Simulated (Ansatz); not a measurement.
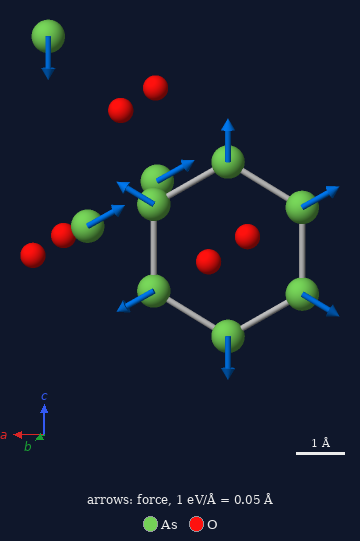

Starting geometry of a crystal of As$_{3}$O$_{2}$ (a generated structure, set up in Fmmm) (coarse preliminary run) with the computed forces as blue arrows. Style: ball-and-stick. Shown: the atoms within 4.2 Å of the atom that moves most (axes of the conventional cell (4 times the calculation's cell)), from a free direction. Lengths and directions refer to the drawn axes.

Computed with Ansatz, DFT PBE, scalar-relativistic, plane waves, PAW. Settings: plane-wave cutoff 420 eV; k-point mesh 4 × 4 × 4; occupations gaussian; smearing width 0.1 eV; no spin polarisation; cell and atoms relaxed; force threshold 0.04 eV/Å; at most 70 steps.

Q: Is this structure relaxed? If not, where do the atoms go?

A: It isn't relaxed: the largest force vector, on As atoms, is 18.54 eV/Å. The atoms end up moving mostly along the starting forces (cosine between the two patterns 0.86). Over 25 accepted moves (31 points after the start) the energy falls by 3280 meV per atom. Largest force component: 19 eV/Å at the start, 0.024 eV/Å at the end. Pressure: 44.50 GPa at the start and 0.14 GPa at the end. The line search rejected the trial steps at points 9, 16, 18 of the run. At 3 points the geometry stayed and the basis and grid were re-selected for the new cell (energy shift of 57.7 meV per atom at most each time). The largest moves relative to the cell, 1.83 Å, are those of As atoms. Largest moves by element: As 1.83 Å, O 0.02 Å. Cell: a 7.658 → 10.983 Å (+43.4 %), b 8.261 → 5.754 Å (−30.4 %), c 12.507 → 10.368 Å (−17.1 %). Volume −17.2 %. Near-neighbour distances that change, for instance: As–As 3.162 → 7.920 Å, As–As 1.832 → 3.974 Å, As–As 3.176 → 5.112 Å, As–As 4.159 → 2.480 Å. New bonds form: As–As (4.16 → 2.48 Å), As–O (3.04 → 2.20 Å). Bonds break: As–As (1.83 → 3.97 Å). The space group stays Fmmm (No. 69). Cost: 17 min on 1 thread of Arm Neoverse N1, on a shared host, peak memory 0.58 GiB.
